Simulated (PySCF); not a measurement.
Molecule: Ge(H)(Br)(Et)2, SMILES C[CH2][GeH]([Br])[CH2]C, singlet. Atoms near the plane z = 0.8 Å, at the GFN2-xTB optimised geometry (x, y, z in Å): Ge1 (0.1, -0.3, 0.0), C3 (-0.6, -1.6, 1.4), C4 (0.0, -3.0, 1.3), C5 (-0.6, 1.5, 0.0), H7 (1.7, -0.3, 0.0), H9 (-1.7, -1.6, 1.3), H10 (1.1, -3.0, 1.4), H11 (-0.3, -3.4, 0.3), H13 (-1.7, 1.5, -0.1), H14 (-0.4, 2.0, 1.0).

Method: PBE0/def2-SVP (PySCF). The values are rescaled to run from 0 to 1.

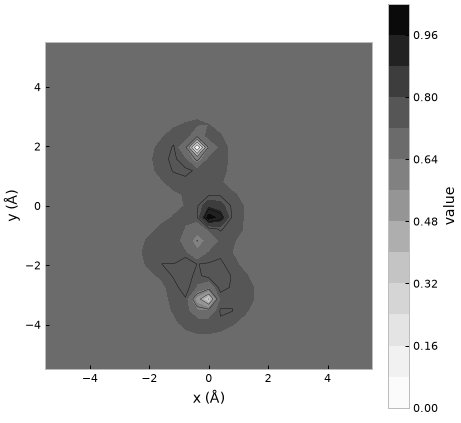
Figure. a field on the plane z = 0.8 Å.

### Question
Which quantity is mapped?
(A) Laplacian of the electron density
(B) electrostatic potential
(C) an orbital amplitude
(D) deformation density (molecule minus spherical neutral atoms)

### Answer
A, Laplacian of the electron density. In full: Laplacian of the electron density (e/bohr⁵), clipped to [-1.50, 1.50].
